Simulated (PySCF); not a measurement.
C5H8F5Si (charge +1)

The calculation's input:

```
{"job": {"kind": "nmr", "xc": "PBE0", "basis": "pcSseg-1"}, "charge": 1, "multiplicity": 1}
C     -1.805063    -1.584641     0.120121
Si    -1.054111     0.134085     0.025739
C     -1.439146     1.593019    -1.089619
C      0.356219     0.427205     1.280392
C      1.695064     0.488406     0.556891
F      2.716741     0.576922     1.417581
F      1.745133     1.587280    -0.238757
C      1.900462    -0.741237    -0.368545
F      1.579172    -1.867622     0.270943
F      1.005523    -0.639242    -1.384672
F      3.098672    -0.848662    -0.876305
H     -2.765664    -1.574490     0.636573
H     -1.156087    -2.289784     0.649720
H     -1.990119    -1.994828    -0.874100
H     -0.567966     2.244932    -1.215959
H     -2.247166     2.206258    -0.686297
H     -1.754178     1.270671    -2.084035
H      0.422602    -0.356870     2.040369
H      0.250110     1.377850     1.812499
```

Launched as:

```sh
OMP_NUM_THREADS=1 python probes_run.py task.json out
```

Geometry: GFN2-xTB.

Method: PySCF, PBE0/pcSseg-1, SCF density, gas phase, non-relativistic.

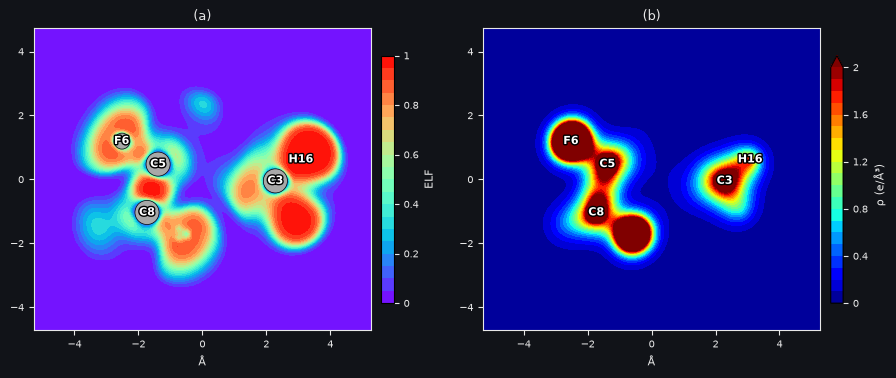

Figure 1. (a) ELF; (b) electron density on the plane of atoms F6, C5 and C8. Grey discs cover the atomic cores in the ELF map.

What does the map show?

The plane passes through C, F and H nuclei.
C–C (1.55 Å): ρ at the midpoint is about 1.8 e/Å³; the ELF peaks at about 1 between the atoms, as expected for a shared electron pair.
C–H (1.09 Å): ρ is about 1.9 e/Å³ halfway; the ELF climbs to about 1 towards the hydrogen, as it does in any bond to H: an ordinary covalent bond to hydrogen.
C–F (1.34 Å): ρ is about 2.4 e/Å³ halfway; the ELF peaks at about 0.85 between the atoms; a polar covalent bond.
The ELF also peaks beside F10 and F6, away from the bonds: lone-pair regions.

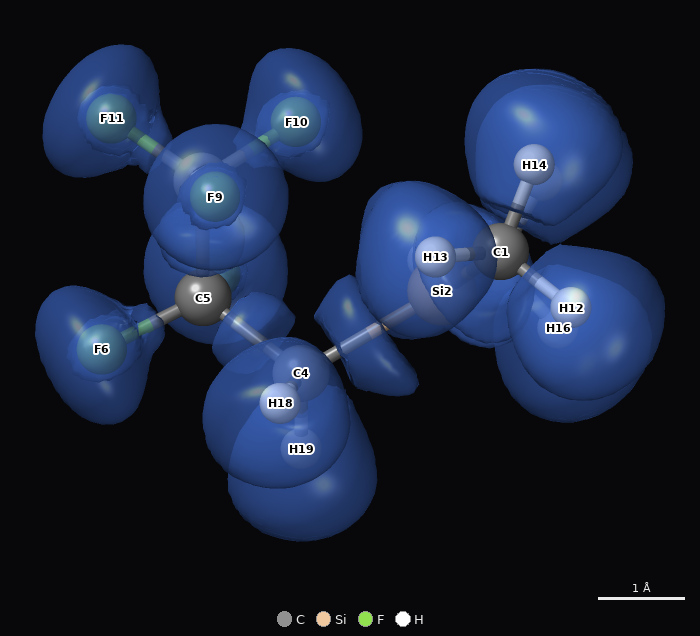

Figure 2. Isosurface of the ELF at 0.75 (blue), seen from one side. Only the valence region is drawn (cores and ρ < 0.01 e/Å³ removed).

What do the ELF domains correspond to?

At this value the surface marks out two regions between bonded C–C atoms (shared pairs), three regions between bonded C–Si atoms (shared pairs), eight regions around hydrogen nuclei and five regions on F in which the atom's valence shell and bonds are merged.


C–F (1.31 Å): the ELF peaks at about 0.85 between the atoms: a shared but strongly polarised pair. C–C (1.52 Å): the ELF peaks at about 0.95 between the atoms (localised, covalent bonding).
